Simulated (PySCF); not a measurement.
# DyP2H6 (charge +3): single-point calculation

DyP2H6, charge +3, computed with RKS r2SCAN, Dy lcecp-1-SVP with ECP55, P def2-SVP, H def2-SVP; non-relativistic Hamiltonian with a scalar-relativistic core potential; density fitting (PySCF 2.14.0).

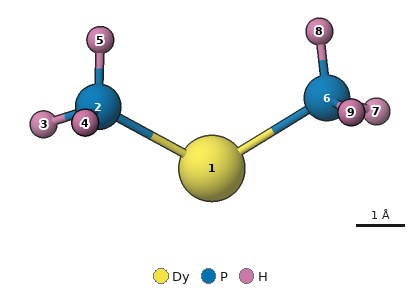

Figure 1. The structure (ball-and-stick view, seen at a tilt; atoms are numbered from 1 in the order of the input). Sticks mark near contacts.

Key numbers

```json
{"quantity": "outcome", "value": "converged"}
{"quantity": "total energy", "value": "−721.908702 hartree"}
{"quantity": "HOMO", "value": "−21.61 eV"}
{"quantity": "LUMO", "value": "−17.93 eV"}
{"quantity": "largest force (length of the vector)", "value": "0.221 eV/Å"}
{"quantity": "hardware", "value": "2 threads of Arm Neoverse V1, 24 GiB of memory available, shared host"}
{"quantity": "wall time", "value": "7.7 s (CPU time 15 s)"}
{"quantity": "peak memory", "value": "1.9 GiB"}
```

Input
```python
mol = gto.M(atom='''
Dy     1.31741     0.60645    -0.00000
P     -0.16915    -0.08226     2.44028
H      0.69868    -0.27273     3.55143
H     -1.08688     0.92873     2.83906
H     -0.93150    -1.27748     2.33694
P     -0.16915    -0.08226    -2.44028
H      0.69868    -0.27273    -3.55143
H     -0.93150    -1.27748    -2.33694
H     -1.08688     0.92873    -2.83906''',
    basis={'Dy': 'lcecp-1-SVP', 'P': 'def2-SVP', 'H': 'def2-SVP'},
    ecp={'Dy': 'lcecp-1-SVP'},
    charge=3, spin=0)
mf = dft.RKS(mol, xc='R2SCAN')
mf.grids.atom_grid = (75, 302)  # f atoms: at least (60, 302), unpruned
mf = mf.density_fit()  # Dy AutoAux, P def2-universal-JKFIT, H def2-universal-JKFIT
mf.conv_tol = 1e-08; mf.max_cycle = 55
mf.kernel(dm0)
```

The script is an equivalent of the set-up of the self-consistent field. The run itself was carried out by a driver, which started from the orbitals of the step before it where there was one and computed the further properties.

Run as:
```bash
OMP_NUM_THREADS=2 python <driver script>
```

The program's output
```
init E= -721.906704249543
  HOMO = -0.795665697854273  LUMO = -0.662788328257035  gap/eV = 3.61578
cycle= 1 E= -721.908601275107  delta_E= -0.0019  |g|= 0.014  |ddm|= 0.264
  HOMO = -0.793159290508635  LUMO = -0.655426761286179  gap/eV = 3.74789
cycle= 2 E= -721.9085313346  delta_E= 6.99e-05  |g|= 0.0175  |ddm|= 0.0719
  HOMO = -0.79392773308042  LUMO = -0.659216835587736  gap/eV = 3.66567
cycle= 3 E= -721.90869941805  delta_E= -0.000168  |g|= 0.00251  |ddm|= 0.0417
  HOMO = -0.794162202751418  LUMO = -0.659054299666056  gap/eV = 3.67647
cycle= 4 E= -721.908701722812  delta_E= -2.3e-06  |g|= 0.000785  |ddm|= 0.00533
  HOMO = -0.794032313926233  LUMO = -0.658994050806146  gap/eV = 3.67458
cycle= 5 E= -721.908701928344  delta_E= -2.06e-07  |g|= 0.00012  |ddm|= 0.00129
  HOMO = -0.79403142734132  LUMO = -0.658973991640845  gap/eV = 3.67510
cycle= 6 E= -721.908701934531  delta_E= -6.19e-09  |g|= 1.88e-05  |ddm|= 0.000245
  HOMO = -0.794034251060631  LUMO = -0.658978539287851  gap/eV = 3.67505
```

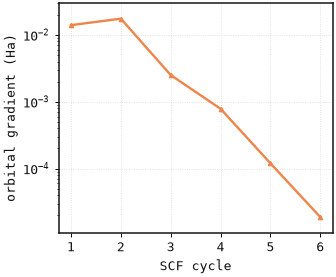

Figure 2. Convergence of the self-consistent field: orbital gradient against the SCF cycle. The residual falls almost steadily, with no more than small rises.

```
Extra cycle  E= -721.908701934542  delta_E= -1.08e-11  |g|= 1.79e-05  |ddm|= 5.44e-05
converged SCF energy = -721.908701934542
```

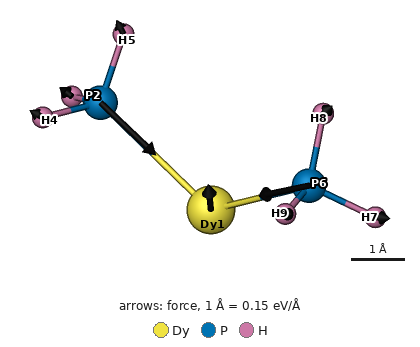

Figure 3. Forces on the atoms as black arrows (ball-and-stick view, seen at a tilt; atoms are numbered from 1 in the order of the input). The largest act on P2, P6 (0.22 eV/Å); Dy1 (0.10 eV/Å). The geometry is not a stationary point of this energy.
